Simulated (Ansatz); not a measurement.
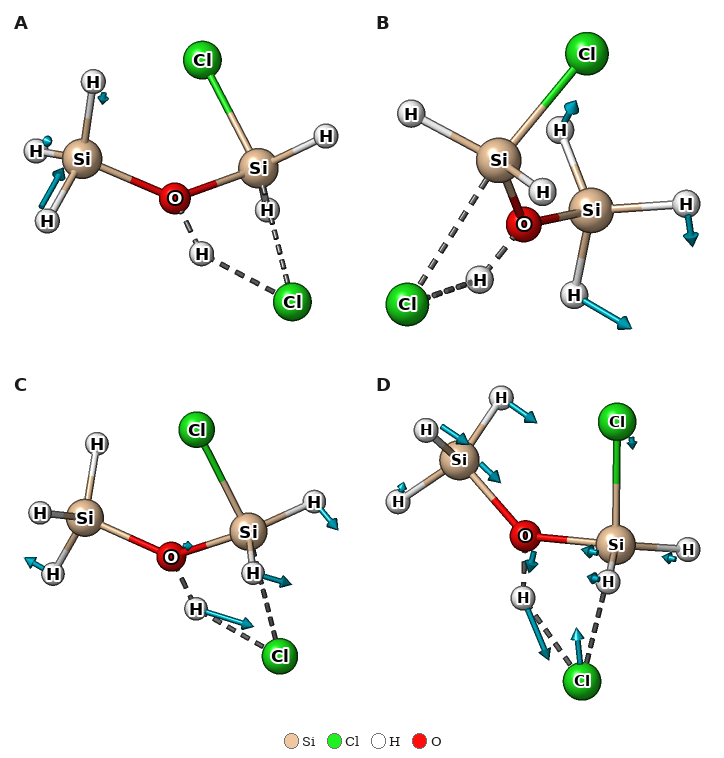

4 normal modes of one molecule or complex, as arrows. Broken sticks mark bonds that form or break. Harmonic vibrations computed with RKS PBE0-D4/def2-TZVP (Ansatz 0.2.0) at a stationary point of the same level. It is a saddle point of order 1.

### Match the panels to the wavenumbers 326 cm⁻¹, 761 cm⁻¹, 953 cm⁻¹, 2271 cm⁻¹.

A: 2271 cm⁻¹
B: 953 cm⁻¹
C: 761 cm⁻¹
D: 326 cm⁻¹
